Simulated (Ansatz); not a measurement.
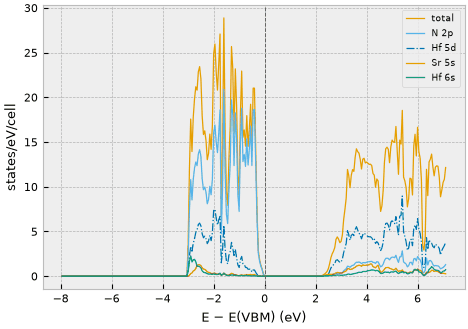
Figure: Total and projected density of states of SrHfN$_{2}$ in space group Pna2_1 (No. 33; Sr on 4a, Hf on 4a, N on 4a, N on 4a), DFT-PBE in the program Ansatz with PAW potentials

Q: Which orbitals carry the states next to the gap?

A: Top 1 eV of the valence band: N 2p 86 %, Hf 5d 6 %. Bottom 1 eV of the conduction band: Hf 5d 41 %, Sr 5s 10 %, N 2p 8 %, N 2s 7 %, outside the projected shells 30 %. Projections are on Löwdin-orthogonalised atomic valence shells; empty p or d shells of many metals are not among them.

Q: Where is the tallest occupied peak in this window, and what makes it?

A: Near -1.6 eV, about 29 states/eV per cell; the largest projected share is N 2p.

The start of the workflow was typed in or built on a structure type; neither database checked (COD, Materials Project) lists it. Its standing as an ambient phase is unchecked. The cell was relaxed with PBE under the symmetry of its start; its stability against distortions is not shown here. The run is not spin-polarised. Scalar-relativistic: spin–orbit coupling is off unless named, which matters more the heavier the elements.

Potentials: the earlier of the program's two PAW sets.
